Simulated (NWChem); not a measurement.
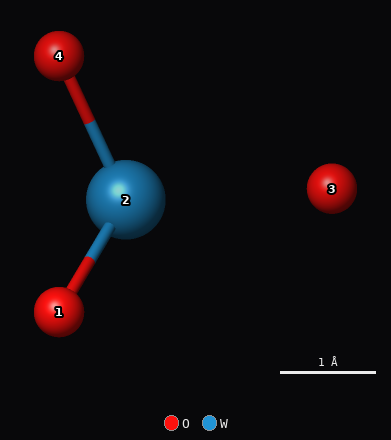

The structure (ball-and-stick view, seen at a tilt; atoms are numbered from 1 in the order of the input). Sticks mark near contacts.

# Single-point calculation, with input and output: WO$_{3}$

The run: single-point calculation of WO$_{3}$. Method and program: M06-2X/def2-SVPD, RKS, core potentials def2-SVPD (NWChem 7.3.0).

A bond length was changed on purpose from its optimised value.

## Output
```
E = -7954.402425 eV
dipole (e A): [-1.2563 -0.3521 -0.0284]
```

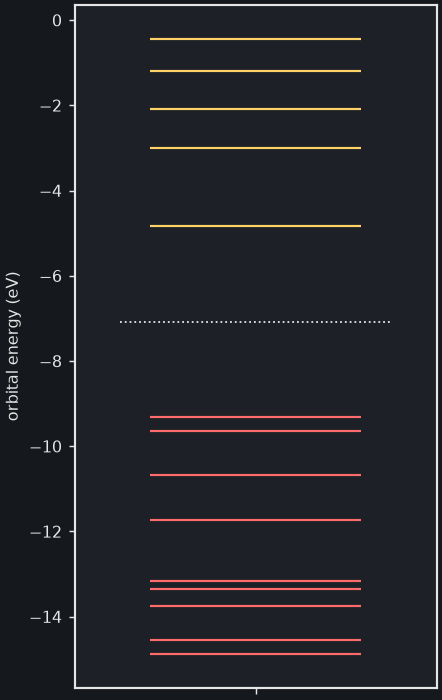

Orbital energies near the frontier; the dotted line parts filled from empty levels, and levels within 0.02 eV of each other stand side by side. Highest filled −9.32 eV, lowest empty −4.84 eV, 4.48 eV apart.

The run was set up as follows.

## Input
```python
from ase import Atoms
from ase.calculators.nwchem import NWChem

atoms = Atoms('OWOO', positions=[
    [-0.668958, 0.523097, 1.665617],
    [-0.797858, -0.025803, 0.045417],
    [1.071700, -1.143300, -0.433900],
    [-0.843658, 1.359397, -0.965683],
])

calc = NWChem(
    label='sp',
    theory='dft',
    memory='2200 mb',
    basis='def2-SVPD',
    basispar='spherical bse',
    dft={'xc': 'm06-2x', 'mult': '1', 'grid': 'fine', 'convergence': 'energy 1e-08', 'iterations': '100', 'mulliken': None},
    task='energy',
    **{'ecp bse': {'W library': 'def2-SVPD'}},
)
atoms.calc = calc

e = atoms.get_potential_energy()
print(f"E = {e:.6f} eV")
print("dipole (e A):", atoms.get_dipole_moment().round(4))
```

## File sp.nwi
```
title "sp"

permanent_dir sp

scratch_dir sp

start sp

geometry units angstrom nocenter noautosym noautoz
  O  -6.6895800000000005e-01 5.2309700000000003e-01 1.6656169999999999e+00
  W  -7.9785799999999996e-01 -2.5803000000000000e-02 4.5416999999999999e-02
  O  1.0717000000000001e+00 -1.1433000000000000e+00 -4.3390000000000001e-01
  O  -8.4365800000000002e-01 1.3593970000000000e+00 -9.6568299999999996e-01
end

memory 2200 mb

basis spherical bse noprint
   * library def2-SVPD
end

dft
  xc m06-2x
  mult 1
  grid fine
  convergence energy 1e-08
  iterations 100
  mulliken
end
ecp bse
  W library def2-SVPD
end

task dft energy
```

Launch command:
```bash
export ASE_NWCHEM_COMMAND="nwchem PREFIX.nwi > PREFIX.nwo"
python run.py
```

## Key numbers

| quantity | value |
| --- | --- |
| outcome | converged |
| total energy | −292.318900 hartree |
| basis functions | 104 |
| HOMO | −9.32 eV |
| LUMO | −4.84 eV |
| dipole moment | 6.27 D |
| hardware | 1 thread of Intel Xeon @ 2.50GHz (Skylake/Cascade Lake), 160 GiB of memory available, shared host |
| wall time | 2.3 min |
| peak memory | 0.12 GiB |
